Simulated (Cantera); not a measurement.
Feed: 1 mol Zr, 0.44 mol NH₃, 82 mol N₂, at 1875 K.

Cantera equilibrium calculation (NASA polynomials, part measured and part estimated; ideal gas, pure solids and liquids). Candidate condensed phases: Zr, ZrN; 11 gas species. ZrN: taken at fixed stoichiometry. The numbers say what is thermodynamically allowed, not how fast it happens.

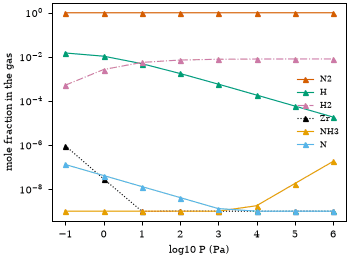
Equilibrium gas composition (values under 1e-9 drawn at 1e-9)

Q: Read off the mole fractions at 10.0 Pa.

A: N₂ about 0.99, H₂ about 0.0056, H about 0.0049, N about 1.3e-8.
